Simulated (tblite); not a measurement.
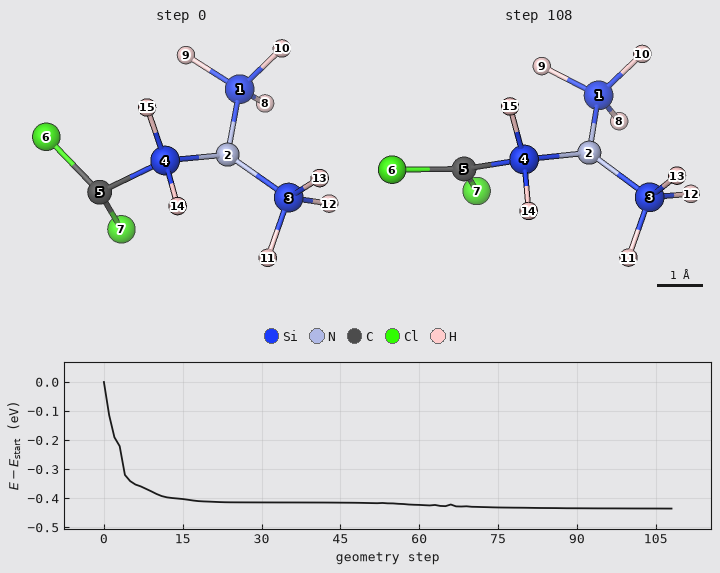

First and last geometry of a relaxation of CH₈Cl₂NSi₃ (multiplicity 2), with the history of the run. The picture is a ball-and-stick view, seen at a tilt.

All numbers below come from GFN2-xTB geometry optimisation, gas phase (tblite 0.8.0). 

Q: Read the history and describe the run.

A: It converged. Over 108 geometry steps the energy falls by 0.435 eV. Cl7 moves most after the best rigid fit: 0.98 Å. By element the largest moves are Cl 0.98 Å, C 0.63 Å, H 0.42 Å, Si 0.19 Å, N 0.19 Å. Some distances before and after: C5–Cl6 1.779 → 1.701 Å, C5–Cl7 1.760 → 1.699 Å, Si1–H8 1.486 → 1.463 Å, Si4–H15 1.447 → 1.466 Å. Among the angles between lasting bonds that change: Si4–C5–Cl7 111.2° → 123.2°, Si4–C5–Cl6 111.1° → 120.7°, C5–Si4–H14 102.7° → 111.3°. Cost: 1.4 s on 1 thread of Intel(R) Xeon(R) Platinum 8488C, on a shared host.
